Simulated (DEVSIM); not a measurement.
Device: Schottky contact on n-type Si, at 300 K.

```tsv
layer (left to right)	material	thickness (μm)	Nd (cm⁻³)	τn (s)	τp (s)
1	Si	0.460	2.1e16	0.00035	0.00035
2	Si	21.0	2.8e17	0.00035	0.00035
```

Left contact: Schottky, work function 4.84 eV, emission velocity 1.9e6 cm/s. Right contact: ohmic. Voltage is applied to the left contact. Recombination: SRH at mid-gap, Auger. Mobility is μmin + (μ − μmin)/(1 + (N/Nref)^α).

This is a model device: material constants are rounded textbook-type values typed into the input, and sizes, dopings and lifetimes were drawn at random. Values at 300 K.

```tsv
parameter	Si
gap (eV)	1.124
affinity (eV)	4.05
permittivity	11.7
Nc (cm⁻³)	2.86e19
Nv (cm⁻³)	3.1e19
μn (cm²/Vs)	1417
μp (cm²/Vs)	470
μn,min	52
μp,min	45
Nref,n	9.7e16
Nref,p	2.2e17
αn	0.68
αp	0.72
Cn (cm⁶/s)	2.8e-31
Cp (cm⁶/s)	9.9e-32
```

Model (solved in DEVSIM): 1D drift-diffusion, Boltzmann statistics, complete ionisation; no tunnelling, impact ionisation, image-force lowering or self-heating. Metal contacts follow the ideal Schottky-Mott rule: no Fermi-level pinning, no interface dipoles.

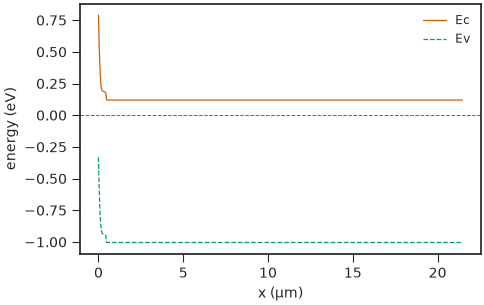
Fig. 1. Band edges at zero bias

Energies count from the Fermi level of the right contact; mesh points crowd at the junctions.

```csv
x (μm),Ec (eV),Ev (eV),n (cm⁻³),p (cm⁻³),field (V/cm)
0.000,0.790,-0.334,1500000,7.6e13,-61000
0.02498,0.647,-0.477,3.9e8,3.0e11,-53000
0.07686,0.415,-0.709,3.0e12,3.8e7,-36000
0.1731,0.212,-0.912,7.9e15,15000,-7700
0.3537,0.186,-0.938,2.2e16,5400,-310
0.4178,0.178,-0.946,2.9e16,4000,-3100
0.4523,0.153,-0.971,7.5e16,1500,-15000
0.4840,0.121,-1.003,2.7e17,430,-1300
0.5402,0.120,-1.004,2.8e17,420,≈ 0
0.6529,0.120,-1.004,2.8e17,420,≈ 0
0.9063,0.120,-1.004,2.8e17,420,≈ 0
1.686,0.120,-1.004,2.8e17,420,≈ 0
3.146,0.120,-1.004,2.8e17,420,≈ 0
6.077,0.120,-1.004,2.8e17,420,≈ 0
14.19,0.120,-1.004,2.8e17,420,≈ 0
17.98,0.120,-1.004,2.8e17,420,≈ 0
19.87,0.120,-1.004,2.8e17,420,≈ 0
20.71,0.120,-1.004,2.8e17,420,≈ 0
21.20,0.120,-1.004,2.8e17,420,≈ 0
21.35,0.120,-1.004,2.8e17,420,≈ 0
21.42,0.120,-1.004,2.8e17,420,≈ 0
21.46,0.120,-1.004,2.8e17,420,≈ 0
```
